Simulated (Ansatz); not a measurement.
System: H$_{2}$OSn···HCl.

The calculation's input:

```
crystal:
  periodic: [false, false, false]
  atoms:
    - { symbol: Sn, position_ang: [0.062481, -0.137398, -0.923311] }
    - { symbol: Cl, position_ang: [1.847092, -0.096323, 2.211383] }
    - { symbol: H, position_ang: [2.285957, 0.184874, 0.975903] }
    - { symbol: O, position_ang: [-1.09257, 1.545438, -0.863754] }
    - { symbol: H, position_ang: [-2.015022, 1.345708, -0.602052] }
    - { symbol: H, position_ang: [-1.280038, -1.2941, -0.478168] }
basis:
  gaussian: { orbitals: def2-SVP }
hamiltonian:
  xc: blyp
relax:
  f_tol: 0.03
  max_steps: 50
output:
  orbitals: {}
```

Command:

```sh
ansatz run input.yaml --threads 1 --pin off --max-ram 2048MiB --backend cpu --events-out ev --progress --plain --runs-dir out
```

The fields are those of the run's last geometry, not of the input's.

Core potentials replace the inner electrons of Sn.

The calculation used RKS BLYP/def2-SVP (Ansatz).

Question: What will maps of the electron density and electron localisation function show?

Answer: Sn–O (2.05 Å): ρ is about 0.62 e/Å³ halfway; the ELF peaks at about 0.85 in the valence shell of O, 0.6 Å from its nucleus, and drops to about 0.15 between the two atoms.
O–H (0.98 Å): ρ is about 3.5 e/Å³ halfway; the ELF climbs to about 1 towards the hydrogen, as it does in any bond to H: an ordinary covalent bond to hydrogen.
Sn–H (1.83 Å): the density is about 0.83 e/Å³ at the midpoint; the ELF climbs to about 1 towards the hydrogen.

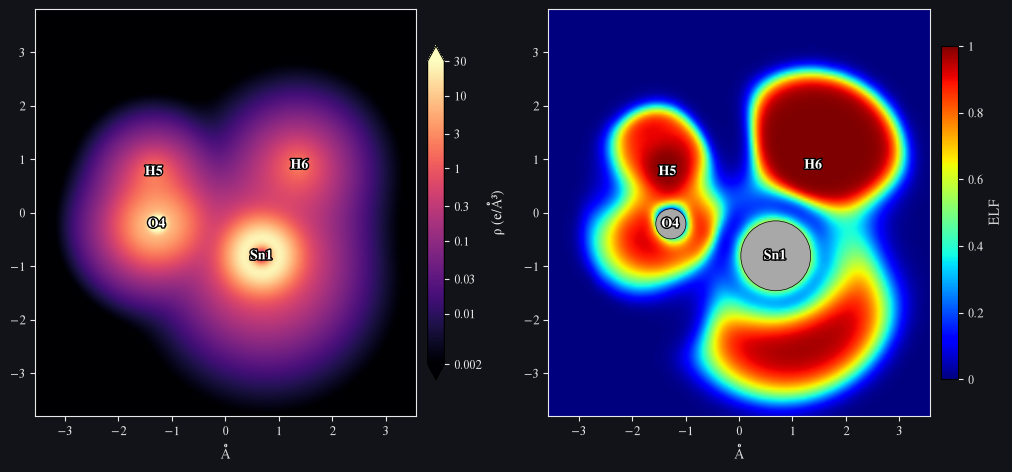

Computed electron density and electron localisation function on the plane of atoms Sn1, O4 and H5, in this order. Grey discs cover the atomic cores in the ELF map. 
